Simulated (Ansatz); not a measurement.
TiH4 (space group Fm-3m, No. 225): the end point of a relaxation with DFT PBE, scalar-relativistic, plane waves, PAW in Ansatz 0.2.0; the starting structure was generated, so it need not be a known form of this composition.

```
Ti H
1.0
     7.02441    0.00000    0.00000
     0.00000    7.02441    0.00000
     0.00000    0.00000    7.02441
Ti H
8 32
Cartesian
  1.7561 5.2683 5.2683
  1.7561 1.7561 5.2683
  1.7561 1.7561 1.7561
  1.7561 5.2683 1.7561
  5.2683 5.2683 1.7561
  5.2683 1.7561 1.7561
  5.2683 1.7561 5.2683
  5.2683 5.2683 5.2683
  0.7375 0.7375 4.2498
  6.2869 6.2869 4.2498
  2.7747 0.7375 6.2869
  4.2498 6.2869 6.2869
  4.2498 0.7375 6.2869
  2.7747 6.2869 6.2869
  0.7375 6.2869 4.2498
  6.2869 0.7375 4.2498
  0.7375 4.2498 0.7375
  6.2869 2.7747 0.7375
  2.7747 4.2498 2.7747
  4.2498 2.7747 2.7747
  4.2498 4.2498 2.7747
  2.7747 2.7747 2.7747
  0.7375 2.7747 0.7375
  6.2869 4.2498 0.7375
  4.2498 0.7375 0.7375
  2.7747 6.2869 0.7375
  6.2869 0.7375 2.7747
  0.7375 6.2869 2.7747
  0.7375 0.7375 2.7747
  6.2869 6.2869 2.7747
  4.2498 6.2869 0.7375
  2.7747 0.7375 0.7375
  4.2498 4.2498 4.2498
  2.7747 2.7747 4.2498
  6.2869 4.2498 6.2869
  0.7375 2.7747 6.2869
  0.7375 4.2498 6.2869
  6.2869 2.7747 6.2869
  4.2498 2.7747 4.2498
  2.7747 4.2498 4.2498
```

Describe how the polyhedra about Ti are linked (bonds: H–Ti below 2 Å).

Ti: TiH4 tetrahedron. The tetrahedra are isolated from each other.

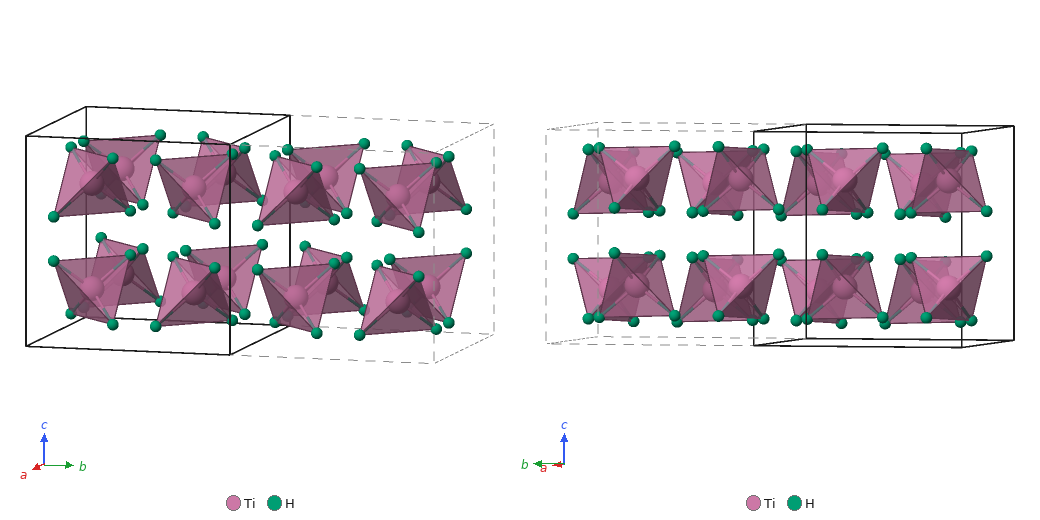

Polyhedra are drawn about Ti (bonds: H–Ti below 2 Å); other atoms are plain spheres. Two views of the same piece.
